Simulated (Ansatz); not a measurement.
```yaml
atoms:
  - { symbol: C, position_ang: [1.2048, -0.9032, 0.5449] }
  - { symbol: C, position_ang: [0.5220, 0.2376, 0.5049] }
  - { symbol: Si, position_ang: [-0.9531, 0.4444, -0.5607] }
  - { symbol: F, position_ang: [-1.2234, -0.9039, -1.3485] }
  - { symbol: Cl, position_ang: [-0.6886, 1.9207, -1.9309] }
  - { symbol: Cl, position_ang: [-2.6138, 0.8695, 0.5293] }
  - { symbol: H, position_ang: [2.0794, -1.0238, 1.1769] }
  - { symbol: H, position_ang: [0.9184, -1.7634, -0.0517] }
  - { symbol: H, position_ang: [0.8427, 1.0759, 1.1188] }
```

Geometry: PBE0-D4/def2-TZVP.

All numbers below come from Ansatz 0.2.0, RKS PBE0-D4/def2-TZVPP.

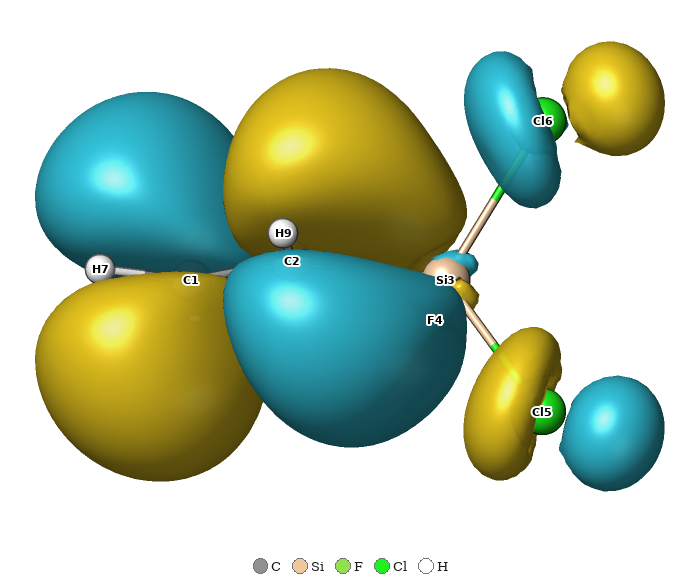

C₂H₃Cl₂FSi. The LUMO at ±0.06 Å⁻³ᐟ² (yellow and cyan are the two phases), seen from one side.

Question: Where does this orbital lie, and at what energy?

Answer: It lies mainly on C1 (about 40 %), C2 (about 30 %) and Si3 (about 15 %); π-antibonding (π*) across C1–C2. Its energy is −1.17 eV.
